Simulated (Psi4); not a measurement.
## How methods differ on CH5GaSe (SMILES C[Se][GaH2])

CH5GaSe has 8 atoms, charge 0, and is taken as a singlet. SMILES: `C[Se][GaH2]`. The shape was relaxed beforehand at PBE0/def2-TZVP.

Quantity: the dipole moment, in D. The values are calculated.

| level | kind | program | value (D) | CPU time |
| --- | --- | --- | --- | --- |
| PBE-D4/def2-TZVPP (density fitting) | GGA | Psi4 | 1.29 | 2.2 min |
| r2SCAN-D4/def2-TZVPP (density fitting) | meta-GGA | Psi4 | 1.39 | 4.7 min |
| B3LYP-D4/def2-TZVPP (density fitting) | global hybrid | Psi4 | 1.30 | 94 s |
| PBE0-D4/def2-TZVPP (density fitting) | global hybrid | Psi4 | 1.35 | 89 s |
| wB97M-V/def2-TZVPP (density fitting) | range-separated hybrid | Psi4 | 1.31 | 5.1 min |

All-electron rows without a relativistic Hamiltonian named are non-relativistic. The values span 1.29 to 1.39 D. Magnitudes only. CPU times are rough (shared hosts, several kinds of processor and program).

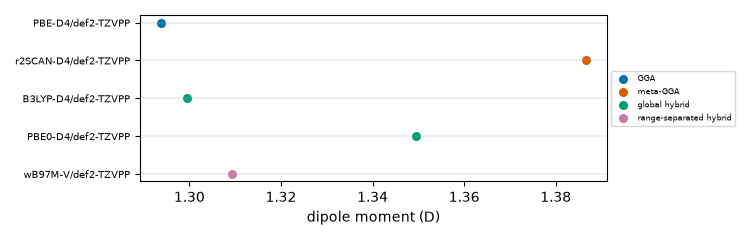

The values of the table, level by level.
